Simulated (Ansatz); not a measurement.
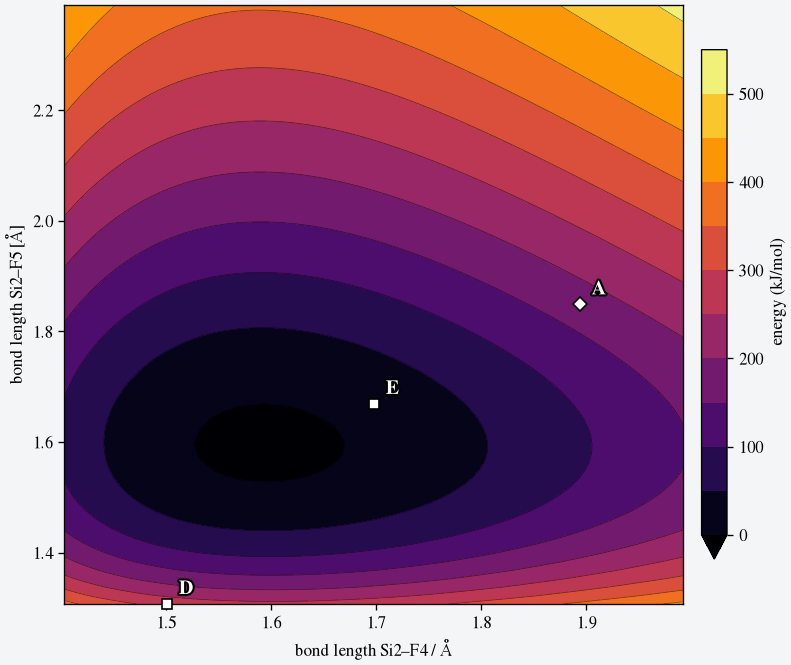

F3OSi, SMILES [O][Si](F)(F)F, spin multiplicity 2. The first coordinate is: bond length Si2–F4; the second: bond length Si2–F5. Nothing is relaxed (all other coordinates rigid). The scan uses a 7 × 7 grid. Points are written as (first, second). Energies are in kJ/mol, from the lowest grid point. The calculation used Ansatz 0.2.0, UKS B3LYP-D4/def2-SVP.

In the figure: filled contours, lettered points. Between grid points the surface is interpolated.

> Rank the lettered points by energy, lowest first.

E (17 kJ/mol), A (176 kJ/mol), D (284 kJ/mol).
